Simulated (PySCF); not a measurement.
**C3H9Tl, SMILES `C[Tl](C)C`: what the electrons do**

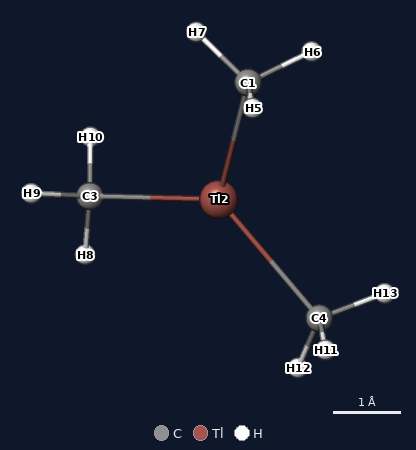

The molecule, with its atoms numbered as below. No frequency check shows the geometry to be a minimum.

Coordinates in Å:

```
C1       0.4993    2.2785    0.0005
Tl2     -0.0024   -0.0034   -0.0002
C3      -2.2324   -0.7049    0.0005
C4       1.7487   -1.5511    0.0006
H5       1.0862    2.5260    0.8798
H6       1.0862    2.5259   -0.8799
H7      -0.4003    2.8838    0.0030
H8      -2.3092   -1.7863    0.0014
H9      -2.7374   -0.3179    0.8802
H10     -2.7374   -0.3179   -0.8804
H11      2.3673   -1.4015    0.8802
H12      1.3825   -2.5716    0.0019
H13      2.3674   -1.4016   -0.8801
```

## 1. Bonding charge

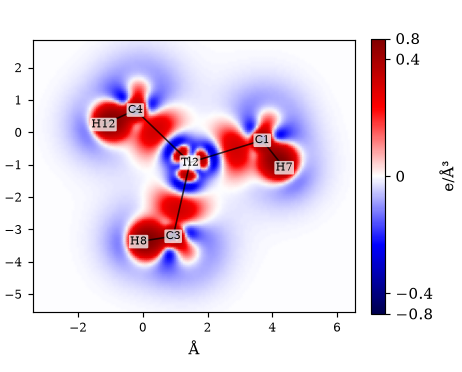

Deformation density (molecule less spherical, spin-averaged free atoms) in the plane of C1, Tl2, C3, C4, H7, H8 and H12; colour scale in e/Å³, logarithmic beyond ±0.1; red: gain, blue: loss.

PySCF calculation, ωB97X/def2-TZVP, gas phase; geometry: GFN2-xTB. Core potentials replace the inner electrons of Tl; spin–orbit coupling isn't included.

Describe the bonding that the map shows.

Answer. C3–H8: +0.72 e/Å³ at the bond critical point (bond length 1.08 Å, Mayer order 1.0). C4–H12: +0.72 e/Å³ at the bond critical point (bond length 1.08 Å, Mayer order 1.0). C1–H7: +0.72 e/Å³ at the bond critical point (bond length 1.08 Å, Mayer order 1.0). C1–Tl2: +0.13 e/Å³ at the bond critical point (bond length 2.34 Å, Mayer order 0.8). Tl2–C4: +0.13 e/Å³ at the bond critical point (bond length 2.34 Å, Mayer order 0.8). Tl2–C3: +0.13 e/Å³ at the bond critical point (bond length 2.34 Å, Mayer order 0.8). In all, 2.9 electrons gather in the regions of gain relative to the promolecule. A small or negative value marks a very polar bond, one between electron-rich atoms, whose free-atom densities already overlap strongly, a long bond to a heavier atom, or a closed-shell contact such as a hydrogen bond.

Where do the Hirshfeld charges lie?

Answer. The highest Hirshfeld charge is on Tl2 (+0.56 e), the lowest on C1 (−0.26 e).

```tsv
atom	charge (e)
C1	−0.26
Tl2	+0.56
C3	−0.26
C4	−0.26
H5	+0.03
H6	+0.03
H7	+0.03
H8	+0.03
H9	+0.03
H10	+0.03
H11	+0.03
H12	+0.03
H13	+0.03
```

## 2. Electrostatic potential

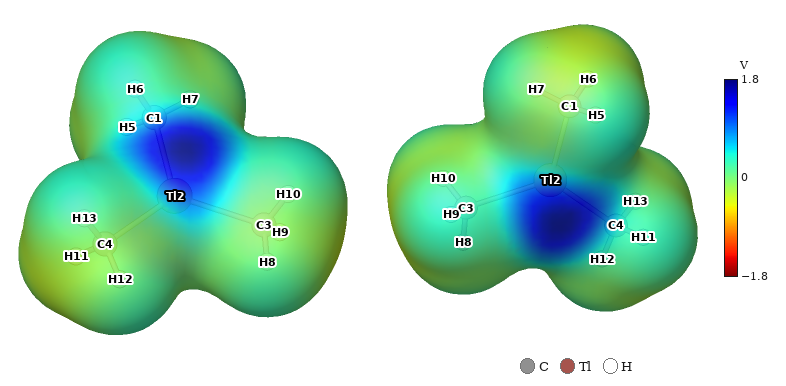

Electrostatic potential on the surface of electron density 0.001 a.u. (back view left, front view right).

Where are the extremes of the potential on the surface?

Answer. Highest: 1.73 V, over Tl2, off the plane of its three bonds (2.1 Å), and at like points elsewhere. Further maxima include 0.37 V, 1.4 Å from H11, and at like points elsewhere; 0.37 V, 1.4 Å from H6. Lowest: −0.40 V, near H6 (1.88 Å), H7 (1.94 Å), H5 (1.96 Å) and C1 (2.01 Å). Further minima include −0.21 V, near H6 (1.83 Å), H5 (1.91 Å) and C1 (2.01 Å), and at like points elsewhere. The surface is sampled at points, so like sites can differ by a few per cent and only the strongest of them is named.

What volume does the surface enclose, and what is the dipole moment?

Answer. About 142 Å³; the dipole moment is 0.0 D.

## 3. In an electric field

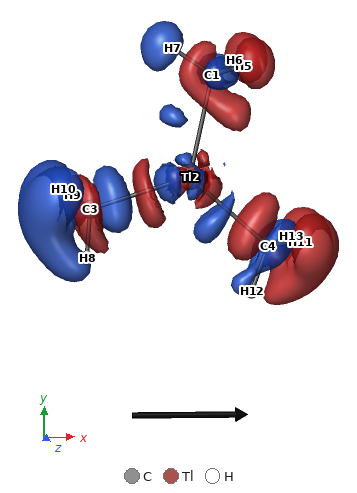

Change of the electron density in a uniform field of 0.21 V/Å along +x (arrow), surfaces at ±0.002 e/Å³ (blue: gain, red: loss).

Level of theory: ωB97X/def2-TZVP (PySCF), at a geometry from GFN2-xTB. Core potentials replace the inner electrons of Tl; spin–orbit coupling isn't included. A basis without diffuse functions makes polarisabilities too small.

What dipole is induced, and what polarisability does it imply?

Answer. The induced dipole is 1.07 D (along the field); α along this axis, from the fields in both directions, is 105 bohr³ (15.5 Å³).

Which atoms gain and lose the most charge?

Answer. Electrons gather most on C3 (Hirshfeld charge changes by −0.012 e) and leave C4 most (+0.010 e); 0.079 electrons are displaced in all.
